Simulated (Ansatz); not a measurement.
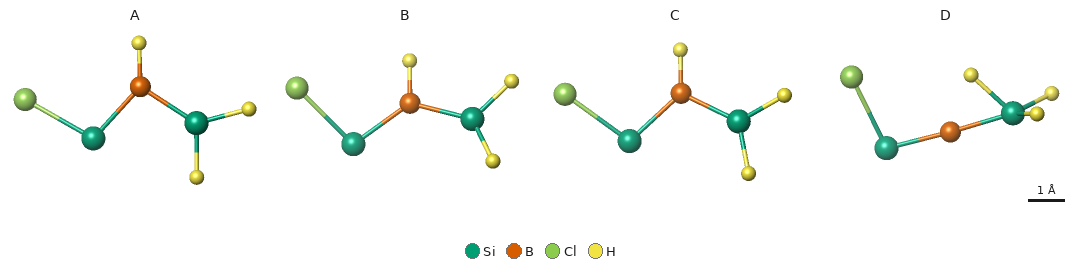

4 geometries from a converged minimum-energy path of BSi₂H₃Cl (charge −1), shuffled. A ball-and-stick model, seen at a tilt.

Method: RKS PBE-D4/def2-SVP (Ansatz 0.2.0). Set-up: 7 movable images; climbing image; force threshold 0.05 eV/Å; iteration limit 60; starting path through a guess of the saddle point.

Which of them lies highest in energy?

D. In order along the path, whose images run from 0 to 8: D (image 3, +37.2 kJ/mol), B (image 6, −76.8 kJ/mol), C (image 7, −95.6 kJ/mol), A (image 8, −100.3 kJ/mol). A hydrogen atom shifts from one atom to another. Breaking: H–Si (1.53 → 2.77 Å). Forming: B–H (2.83 → 1.22 Å).

Limits of the set-up: the basis has no diffuse functions, which an anion needs.
